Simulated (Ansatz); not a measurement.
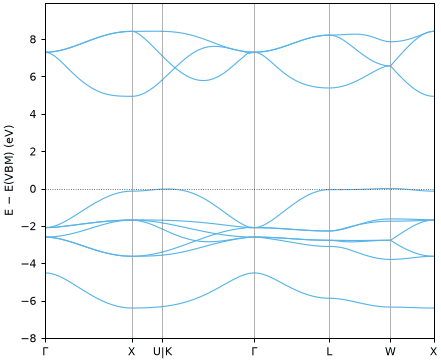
Figure: Band structure from r²SCAN+D4 (plane waves, PAW; program Ansatz)

### Question
Read off the gap and where the band edges lie.

### Answer
About 4.9 eV (4.93 eV by a search for the band edges); maximum at W, minimum at X.

The material is PbF$_{2}$ (fluorite, space group No. 225).

Space group Fm-3m (fluorite). Symmetry was held in the r²SCAN+D4 relaxation; phonons on a q-mesh show no instability. Scalar-relativistic: spin–orbit coupling is off unless named, which matters more the heavier the elements.

Potentials: the later of the program's two PAW sets.
